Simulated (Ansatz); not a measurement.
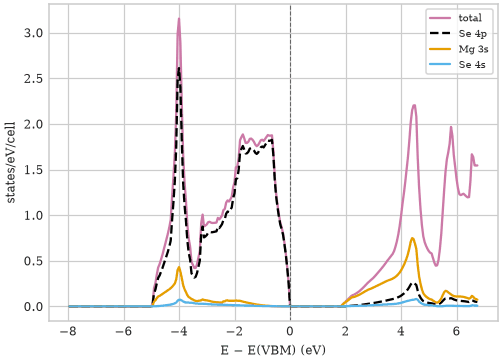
Figure. Total and projected density of states of MgSe (rock salt, Fm-3m), DFT-PBEsol in the program Ansatz with PAW potentials

Question: Which orbitals carry the states next to the gap?

Answer: Top 1 eV of the valence band: Se 4p 97 %. Bottom 1 eV of the conduction band: Mg 3s 78 %, Se 4p 8 %, outside the projected shells 10 %. Projections are on Löwdin-orthogonalised atomic valence shells; empty p or d shells of many metals are not among them.

Question: Where is the tallest occupied peak in this window, and what makes it?

Answer: Near -4.0 eV, about 3.2 states/eV per cell; the largest projected share is Se 4p.

The PBEsol relaxation kept the symmetry of its start. Scalar-relativistic: spin–orbit coupling is off unless named, which matters more the heavier the elements.

Potentials: the later of the program's two PAW sets.
